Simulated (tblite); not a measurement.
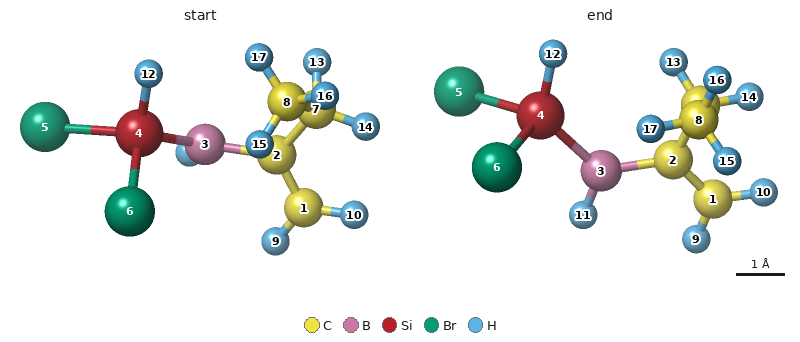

The structure of C₄H₉BBr₂Si before (left) and after (right) a relaxation, at one scale.

Style: ball-and-stick. Shown from a free direction.

All numbers below come from tblite 0.8.0, GFN2-xTB geometry optimisation, gas phase. 

> Summarise the run.

The atom that moves furthest after the best rigid fit is H17 (1.60 Å). Largest moves by element: H 1.60 Å, Br 1.17 Å, B 0.61 Å, C 0.48 Å, Si 0.42 Å. Near-neighbour distances that change, for instance: C8–H16 1.136 → 1.087 Å, B3–Si4 1.909 → 1.944 Å, C7–H13 1.127 → 1.093 Å, Si4–H12 1.488 → 1.460 Å. Bond angles that change, for instance: B3–Si4–H12 110.9° → 126.9°, Br5–Si4–H12 108.2° → 100.8°, H9–C1–H10 123.3° → 116.0°. Groups turn about C2–B3 by about 55°, B3–Si4 by about 45°, C7–C8 by about 40°. Over 165 geometry steps the energy falls by 53.2 kJ/mol.
